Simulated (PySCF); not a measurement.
# Geometry relaxation, with input and output: C3H4Si (part 2 of 5)

The same run, continued: C3H4Si, multiplicity 3, SMILES C#C[C][SiH3]; HF/6-31G*, UHF (PySCF 2.14.0). The geometry comes from this level: GFN2-xTB.

Geometry of the input (Å):
```
C  0.0789  1.4717  -2.2565
C  0.0534  0.7868  -1.2116
C  0.0292  0.0838  -0.1393
Si -0.0482  -0.9041  1.3859
H  0.0919  2.0482  -3.1317
H  -0.7742  -0.1424  2.4095
H  1.3193  -1.1822  1.8410
H  -0.7503  -2.1619  1.1026
```

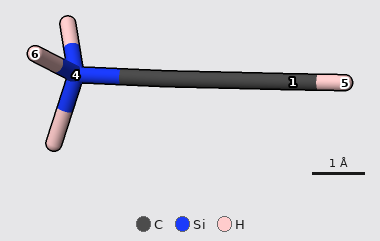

Figure 1. The structure as given in the input (stick view, seen at a tilt; atoms are numbered from 1 in the order of the input).

Log, continued:
```
Geometry optimization cycle 11
Cartesian coordinates (Angstrom)
 Atom        New coordinates             dX        dY        dZ
   C   0.210584   1.458140  -2.294088   -0.103607  0.038677 -0.012694
   C   0.010629   0.801176  -1.212918    0.031646 -0.001600 -0.012011
   C  -0.142298   0.124386  -0.128040    0.132644 -0.032337 -0.006762
  Si  -0.064657  -0.902244   1.390099    0.012418 -0.011295  0.011837
   H   0.120618   2.060838  -3.162502   -0.016410  0.025434 -0.032697
   H  -0.750725  -0.207581   2.495061   -0.022732  0.029325 -0.034408
   H   1.342936  -1.137293   1.763511   -0.014303 -0.056651  0.090320
   H  -0.727086  -2.197432   1.148888   -0.019656  0.008448 -0.003585
converged SCF energy = -404.730955974809  <S^2> = 2.3947016  2S+1 = 3.2525077
--------------- UHF_Scanner gradients ---------------
         x                y                z
0 C    -0.0012174012     0.0011477912    -0.0012027800
1 C     0.0005247943    -0.0033105681     0.0049364568
2 C    -0.0013163351     0.0027708736    -0.0037764288
3 Si     0.0008978248    -0.0008584865     0.0008835220
4 H     0.0010811982     0.0008115904    -0.0017612726
5 H    -0.0002956882     0.0002188626     0.0005500930
6 H     0.0006271779    -0.0002212630     0.0003819755
7 H    -0.0003015707    -0.0005588003    -0.0000115658
----------------------------------------------
cycle 11: E = -404.730955975  dE = -0.000359933  norm(grad) = 0.00849735
Step   10 : Displace = 7.550e-02/1.368e-01 (rms/max) Trust = 7.500e-02 (x) Grad = 3.004e-03/5.967e-03 (rms/max) E (change) = -404.7309559748 (-4.376e-05) Quality = 1.152
Hessian Eigenvalues: 5.57728e-04 5.00000e-02 5.00000e-02 ... 4.33617e-01 7.68794e-01 6.38066e+00

Geometry optimization cycle 12
Cartesian coordinates (Angstrom)
 Atom        New coordinates             dX        dY        dZ
   C   0.227595   1.453315  -2.294270    0.017011 -0.004826 -0.000181
   C   0.007765   0.801118  -1.211711   -0.002864 -0.000058  0.001207
   C  -0.160199   0.128226  -0.126630   -0.017901  0.003840  0.001410
  Si  -0.067067  -0.901280   1.389508   -0.002410  0.000964 -0.000591
   H   0.120098   2.059059  -3.158820   -0.000520 -0.001779  0.003682
   H  -0.748092  -0.212050   2.500630    0.002633 -0.004469  0.005569
   H   1.344541  -1.129260   1.750651    0.001605  0.008033 -0.012860
   H  -0.724639  -2.199138   1.150651    0.002447 -0.001706  0.001763
converged SCF energy = -404.730967149238  <S^2> = 2.3989933  2S+1 = 3.2551456
--------------- UHF_Scanner gradients ---------------
         x                y                z
0 C    -0.0011429181     0.0015370557    -0.0018148214
1 C     0.0006799222    -0.0033246964     0.0048928073
2 C    -0.0016734832     0.0024652538    -0.0031461787
3 Si     0.0010024536    -0.0009719319     0.0010185823
4 H     0.0011127737     0.0007823070    -0.0017364778
5 H    -0.0002476820     0.0001899648     0.0004937666
6 H     0.0005234851    -0.0001736911     0.0003003315
7 H    -0.0002545512    -0.0005042618    -0.0000080098
----------------------------------------------
cycle 12: E = -404.730967149  dE = -1.11744e-05  norm(grad) = 0.00837268
Step   11 : Displace = 1.110e-02/1.836e-02 (rms/max) Trust = 1.061e-01 (+) Grad = 2.960e-03/5.954e-03 (rms/max) E (change) = -404.7309671492 (-1.117e-05) Quality = 1.525
Hessian Eigenvalues: 3.55713e-03 4.61540e-02 5.00000e-02 ... 4.16533e-01 5.99313e-01 4.13070e+00

Geometry optimization cycle 13
Cartesian coordinates (Angstrom)
 Atom        New coordinates             dX        dY        dZ
   C   0.229774   1.461222  -2.306638    0.002180  0.007907 -0.012368
   C   0.037185   0.793898  -1.217237    0.029420 -0.007220 -0.005526
   C  -0.111456   0.111484  -0.125893    0.048744 -0.016743  0.000737
  Si  -0.071185  -0.906306   1.397106   -0.004117 -0.005026  0.007597
   H   0.076146   2.074776  -3.156148   -0.043952  0.015717  0.002672
   H  -0.758374  -0.201074   2.488018   -0.010282  0.010976 -0.012612
   H   1.331028  -1.137660   1.766268   -0.013513 -0.008400  0.015617
   H  -0.733119  -2.196350   1.154534   -0.008479  0.002788  0.003883
converged SCF energy = -404.730870997458  <S^2> = 2.4164248  2S+1 = 3.2658382
--------------- UHF_Scanner gradients ---------------
         x                y                z
0 C    -0.0009192208     0.0086462214    -0.0125162974
1 C     0.0018784253    -0.0029317678     0.0035427391
2 C    -0.0020645062    -0.0048403095     0.0085393637
3 Si    -0.0001795175    -0.0017888713     0.0029536730
4 H     0.0015204921    -0.0002895832    -0.0002716953
5 H     0.0007144082    -0.0005345485    -0.0008845122
6 H    -0.0016798121     0.0008463551    -0.0014758822
7 H     0.0007297309     0.0008925038     0.0001126112
----------------------------------------------
cycle 13: E = -404.730870997  dE = 9.61518e-05  norm(grad) = 0.0195092
Step   12 : Displace = 2.977e-02/5.156e-02 (rms/max) Trust = 1.500e-01 (+) Grad = 6.898e-03/1.524e-02 (rms/max) E (change) = -404.7308709975 (+9.615e-05) Quality = -0.963
Hessian Eigenvalues: 3.61213e-03 4.99998e-02 5.00000e-02 ... 4.23415e-01 8.86077e-01 4.08701e+00

Geometry optimization cycle 14
Cartesian coordinates (Angstrom)
 Atom        New coordinates             dX        dY        dZ
   C   0.241259   1.453766  -2.301038    0.011485 -0.007456  0.005600
   C   0.023974   0.796671  -1.214285   -0.013211  0.002773  0.002952
   C  -0.139623   0.121622  -0.127797   -0.028168  0.010138 -0.001905
  Si  -0.069341  -0.903009   1.392352    0.001844  0.003298 -0.004753
   H   0.088634   2.067150  -3.152873    0.012488 -0.007626  0.003275
   H  -0.754063  -0.206386   2.494244    0.004311 -0.005312  0.006225
   H   1.338860  -1.132405   1.757137    0.007832  0.005255 -0.009131
   H  -0.729700  -2.197420   1.152271    0.003419 -0.001070 -0.002263
converged SCF energy = -404.731063803653  <S^2> = 2.4083987  2S+1 = 3.2609193
--------------- UHF_Scanner gradients ---------------
         x                y                z
0 C    -0.0010418471     0.0043007368    -0.0059649029
1 C     0.0013482537    -0.0033995319     0.0045800605
2 C    -0.0020455374    -0.0000910439     0.0010950055
3 Si     0.0005168665    -0.0013877999     0.0019055236
4 H     0.0012470616     0.0004323450    -0.0012512500
5 H     0.0000538967    -0.0000716624    -0.0000298901
6 H    -0.0001423491     0.0002092772    -0.0003743076
7 H     0.0000636551     0.0000076792     0.0000397611
----------------------------------------------
cycle 14: E = -404.731063804  dE = -0.000192806  norm(grad) = 0.0102106
Step   13 : Displace = 1.519e-02/3.001e-02 (rms/max) Trust = 1.488e-02 (-) Grad = 3.610e-03/7.427e-03 (rms/max) E (change) = -404.7310638037 (-1.928e-04) Quality = 1.195
Hessian Eigenvalues: 3.49557e-03 4.99999e-02 5.00000e-02 ... 4.21499e-01 6.90450e-01 3.49946e+00

Geometry optimization cycle 15
Cartesian coordinates (Angstrom)
 Atom        New coordinates             dX        dY        dZ
   C   0.280051   1.442564  -2.301824    0.038792 -0.011202 -0.000786
   C   0.022934   0.795674  -1.212864   -0.001040 -0.000998  0.001421
   C  -0.163474   0.128796  -0.129483   -0.023851  0.007174 -0.001686
  Si  -0.072020  -0.900038   1.389115   -0.002680  0.002970 -0.003237
   H   0.071532   2.063339  -3.137943   -0.017102 -0.003811  0.014930
   H  -0.752255  -0.209975   2.498846    0.001809 -0.003589  0.004603
   H   1.341438  -1.122417   1.741891    0.002577  0.009988 -0.015246
   H  -0.728204  -2.197954   1.152272    0.001496 -0.000534  0.000001
converged SCF energy = -404.731154477326  <S^2> = 2.4145369  2S+1 = 3.2646818
--------------- UHF_Scanner gradients ---------------
         x                y                z
0 C    -0.0005190873     0.0029340656    -0.0041264204
1 C     0.0013385198    -0.0033662766     0.0045345293
2 C    -0.0026812403     0.0013505733    -0.0008633824
3 Si     0.0010143410    -0.0014164257     0.0017202684
4 H     0.0008619914     0.0006415126    -0.0014006627
5 H    -0.0001454382     0.0000492041     0.0001982260
6 H     0.0002660569     0.0000437745    -0.0000941591
7 H    -0.0001351435    -0.0002364279     0.0000316009
----------------------------------------------
cycle 15: E = -404.731154477  dE = -9.06737e-05  norm(grad) = 0.00887017
Step   14 : Displace = 1.998e-02/4.026e-02 (rms/max) Trust = 2.105e-02 (+) Grad = 3.136e-03/5.804e-03 (rms/max) E (change) = -404.7311544773 (-9.067e-05) Quality = 1.340
Hessian Eigenvalues: 7.31679e-03 4.99995e-02 5.00000e-02 ... 4.21276e-01 5.93165e-01 2.85709e+00

Geometry optimization cycle 16
Cartesian coordinates (Angstrom)
 Atom        New coordinates             dX        dY        dZ
   C   0.294264   1.440591  -2.307013    0.014213 -0.001973 -0.005190
   C   0.040842   0.791880  -1.216024    0.017908 -0.003793 -0.003160
   C  -0.120592   0.123107  -0.140074    0.042882 -0.005690 -0.010591
  Si  -0.066869  -0.898610   1.385621    0.005152  0.001428 -0.003495
   H   0.018064   2.068204  -3.120657   -0.053468  0.004865  0.017286
   H  -0.763128  -0.193323   2.478866   -0.010873  0.016651 -0.019980
   H   1.336252  -1.142068   1.775996   -0.005186 -0.019652  0.034105
   H  -0.738833  -2.189790   1.143295   -0.010629  0.008164 -0.008976
converged SCF energy = -404.731353497618  <S^2> = 2.4093361  2S+1 = 3.2614942
--------------- UHF_Scanner gradients ---------------
         x                y                z
0 C    -0.0004065053    -0.0003900331     0.0008305086
1 C     0.0008941236    -0.0044310945     0.0062886529
2 C    -0.0020586390     0.0054091998    -0.0074342216
3 Si     0.0014816147    -0.0008810362     0.0006838028
4 H     0.0001257551     0.0012521711    -0.0019757156
5 H    -0.0006827762     0.0003877808     0.0008527652
6 H     0.0013185947    -0.0004515609     0.0007574791
7 H    -0.0006721677    -0.0008954270    -0.0000032713
----------------------------------------------
cycle 16: E = -404.731353498  dE = -0.00019902  norm(grad) = 0.0127982
Step   15 : Displace = 3.243e-02/5.663e-02 (rms/max) Trust = 2.977e-02 (+) Grad = 4.525e-03/9.422e-03 (rms/max) E (change) = -404.7313534976 (-1.990e-04) Quality = 1.299
Hessian Eigenvalues: 7.58480e-03 2.66854e-02 5.00000e-02 ... 4.23286e-01 9.48820e-01 2.70990e+00

Geometry optimization cycle 17
Cartesian coordinates (Angstrom)
 Atom        New coordinates             dX        dY        dZ
   C   0.292511   1.445785  -2.315585   -0.001753  0.005194 -0.008572
   C   0.067782   0.786585  -1.221045    0.026940 -0.005295 -0.005021
   C  -0.049286   0.108115  -0.148964    0.071306 -0.014992 -0.008890
  Si  -0.061938  -0.899556   1.385065    0.004930 -0.000946 -0.000556
   H  -0.043338   2.076712  -3.104679   -0.061402  0.008508  0.015977
   H  -0.776623  -0.170183   2.450587   -0.013495  0.023140 -0.028279
   H   1.323007  -1.168091   1.821457   -0.013245 -0.026023  0.045462
   H  -0.752115  -2.179376   1.133173   -0.013282  0.010413 -0.010122
converged SCF energy = -404.73158036872  <S^2> = 2.4087261  2S+1 = 3.2611201
--------------- UHF_Scanner gradients ---------------
         x                y                z
0 C    -0.0000548725    -0.0007688653     0.0012378246
1 C     0.0007494204    -0.0045807744     0.0065236112
2 C    -0.0014979432     0.0055897699    -0.0079714616
3 Si     0.0011712730    -0.0005440605     0.0003122630
4 H    -0.0002744631     0.0013145037    -0.0018609847
5 H    -0.0007199053     0.0004259446     0.0008839127
6 H     0.0013364877    -0.0005214502     0.0008968300
7 H    -0.0007099969    -0.0009150679    -0.0000219952
----------------------------------------------
cycle 17: E = -404.731580369  dE = -0.000226871  norm(grad) = 0.0132657
Step   16 : Displace = 4.362e-02/7.340e-02 (rms/max) Trust = 4.209e-02 (+) Grad = 4.690e-03/9.851e-03 (rms/max) E (change) = -404.7315803687 (-2.269e-04) Quality = 1.417
Hessian Eigenvalues: 7.81816e-03 1.53235e-02 5.00000e-02 ... 4.22222e-01 7.64095e-01 2.64019e+00

Geometry optimization cycle 18
Cartesian coordinates (Angstrom)
 Atom        New coordinates             dX        dY        dZ
   C   0.281423   1.453664  -2.323890   -0.011088  0.007880 -0.008305
   C   0.102667   0.779095  -1.225541    0.034885 -0.007491 -0.004497
   C   0.053206   0.084079  -0.157108    0.102492 -0.024035 -0.008144
  Si  -0.056593  -0.900713   1.383906    0.005345 -0.001157 -0.001159
   H  -0.120312   2.084472  -3.080852   -0.076974  0.007761  0.023827
   H  -0.791922  -0.137132   2.408366   -0.015300  0.033051 -0.042222
   H   1.299703  -1.199647   1.878023   -0.023303 -0.031556  0.056566
   H  -0.768172  -2.163828   1.117106   -0.016057  0.015548 -0.016067
converged SCF energy = -404.731799399022  <S^2> = 2.4146479  2S+1 = 3.2647498
--------------- UHF_Scanner gradients ---------------
         x                y                z
0 C     0.0003397772     0.0008400494    -0.0013897427
1 C     0.0003945851    -0.0036212597     0.0052131620
2 C    -0.0005774492     0.0025599964    -0.0036846575
3 Si     0.0002893424    -0.0001847387     0.0001509456
4 H    -0.0003665225     0.0007988777    -0.0010178072
5 H    -0.0002788205     0.0001901289     0.0003768366
6 H     0.0004776791    -0.0002012853     0.0003712513
7 H    -0.0002785916    -0.0003817687    -0.0000199880
----------------------------------------------
cycle 18: E = -404.731799399  dE = -0.00021903  norm(grad) = 0.00815462
Step   17 : Displace = 5.904e-02/1.056e-01 (rms/max) Trust = 5.953e-02 (+) Grad = 2.883e-03/6.360e-03 (rms/max) E (change) = -404.7317993990 (-2.190e-04) Quality = 1.055
Hessian Eigenvalues: 7.77227e-03 1.74115e-02 5.00000e-02 ... 4.23630e-01 6.44392e-01 2.60995e+00

Geometry optimization cycle 19
Cartesian coordinates (Angstrom)
 Atom        New coordinates             dX        dY        dZ
   C   0.265749   1.457204  -2.322484   -0.015674  0.003539  0.001406
   C   0.107012   0.778772  -1.225823    0.004344 -0.000323 -0.000282
   C   0.084672   0.076420  -0.157800    0.031466 -0.007660 -0.000693
  Si  -0.054166  -0.901746   1.384253    0.002427 -0.001033  0.000347
   H  -0.129693   2.087185  -3.082150   -0.009381  0.002712 -0.001298
   H  -0.794853  -0.128407   2.396508   -0.002931  0.008726 -0.011857
   H   1.292818  -1.209666   1.895128   -0.006885 -0.010019  0.017105
   H  -0.771538  -2.159771   1.112377   -0.003367  0.004058 -0.004728
converged SCF energy = -404.731824934105  <S^2> = 2.4160838  2S+1 = 3.2656294
--------------- UHF_Scanner gradients ---------------
         x                y                z
0 C    -0.0002982532     0.0012800026    -0.0017750817
1 C     0.0003777350    -0.0026518983     0.0037933815
2 C    -0.0000833584     0.0011768075    -0.0017687107
3 Si    -0.0000356272    -0.0001764430     0.0002772931
4 H     0.0000721861     0.0005412844    -0.0008410223
5 H    -0.0000916506     0.0000827644     0.0001715408
6 H     0.0001531970    -0.0000767286     0.0001475592
7 H    -0.0000942287    -0.0001757890    -0.0000049598
----------------------------------------------
cycle 19: E = -404.731824934  dE = -2.55351e-05  norm(grad) = 0.00567572
Step   18 : Displace = 1.639e-02/3.239e-02 (rms/max) Trust = 8.419e-02 (+) Grad = 2.007e-03/4.644e-03 (rms/max) E (change) = -404.7318249341 (-2.554e-05) Quality = 0.973
Hessian Eigenvalues: 1.13365e-02 2.09831e-02 5.00000e-02 ... 4.20809e-01 5.43542e-01 2.40148e+00

Geometry optimization cycle 20
Cartesian coordinates (Angstrom)
 Atom        New coordinates             dX        dY        dZ
   C   0.281123   1.455393  -2.326940    0.015374 -0.001811 -0.004455
   C   0.108422   0.780657  -1.228152    0.001411  0.001885 -0.002329
   C   0.095745   0.074531  -0.159015    0.011073 -0.001889 -0.001215
  Si  -0.055501  -0.901503   1.384043   -0.001335  0.000243 -0.000211
   H  -0.148906   2.083602  -3.068322   -0.019213 -0.003583  0.013828
   H  -0.796826  -0.124810   2.391685   -0.001973  0.003597 -0.004824
   H   1.289234  -1.210095   1.896276   -0.003585 -0.000429  0.001147
   H  -0.773291  -2.157784   1.110435   -0.001753  0.001987 -0.001942
converged SCF energy = -404.731813250422  <S^2> = 2.4242532  2S+1 = 3.2706288
--------------- UHF_Scanner gradients ---------------
         x                y                z
0 C     0.0010625401     0.0011158228    -0.0022079411
1 C    -0.0007935142     0.0005598472    -0.0004195485
2 C     0.0003951602    -0.0011895199     0.0016400850
3 Si    -0.0003381271    -0.0004922972     0.0009239248
4 H    -0.0003627875    -0.0001348019     0.0003795135
5 H     0.0001522136    -0.0000914067    -0.0000975890
6 H    -0.0002697158     0.0001352171    -0.0002528434
7 H     0.0001542307     0.0000971385     0.0000343988
----------------------------------------------
cycle 20: E = -404.73181325  dE = 1.16837e-05  norm(grad) = 0.00378995
Step   19 : Displace = 1.139e-02/2.381e-02 (rms/max) Trust = 1.191e-01 (+) Grad = 1.340e-03/2.692e-03 (rms/max) E (change) = -404.7318132504 (+1.168e-05) Quality = -0.438
Hessian Eigenvalues: 1.74445e-02 3.36627e-02 5.00000e-02 ... 4.20569e-01 6.27494e-01 2.21826e+00

Geometry optimization cycle 21
Cartesian coordinates (Angstrom)
 Atom        New coordinates             dX        dY        dZ
   C   0.274686   1.455261  -2.323877   -0.006436 -0.000132  0.003062
   C   0.105200   0.780496  -1.226484   -0.003222 -0.000161  0.001668
   C   0.090199   0.075853  -0.158347   -0.005547  0.001322  0.000668
  Si  -0.054532  -0.901325   1.383656    0.000970  0.000178 -0.000387
   H  -0.138898   2.084213  -3.074290    0.010007  0.000611 -0.005968
   H  -0.795798  -0.126473   2.393626    0.001028 -0.001663  0.001941
   H   1.291470  -1.209705   1.895173    0.002236  0.000390 -0.001103
   H  -0.772327  -2.158329   1.110554    0.000964 -0.000545  0.000119
converged SCF energy = -404.731839305603  <S^2> = 2.4196833  2S+1 = 3.2678331
--------------- UHF_Scanner gradients ---------------
         x                y                z
0 C     0.0005195961     0.0005445861    -0.0010822672
1 C    -0.0004234056    -0.0005807277     0.0011120178
2 C     0.0002494353     0.0001021295    -0.0002890705
3 Si    -0.0001459152    -0.0002310720     0.0004223266
4 H    -0.0002099769     0.0001708964    -0.0001553177
5 H     0.0000043777     0.0000136022     0.0000275338
6 H    -0.0000014769     0.0000160329    -0.0000318172
7 H     0.0000073654    -0.0000354473    -0.0000034057
----------------------------------------------
cycle 21: E = -404.731839306  dE = -2.60552e-05  norm(grad) = 0.0020003
Step   20 : Displace = 5.583e-03/1.159e-02 (rms/max) Trust = 5.696e-03 (-) Grad = 7.072e-04/1.324e-03 (rms/max) E (change) = -404.7318393056 (-2.606e-05) Quality = 1.026
Hessian Eigenvalues: 1.71500e-02 3.49671e-02 5.00000e-02 ... 4.20748e-01 6.14086e-01 2.10334e+00
```
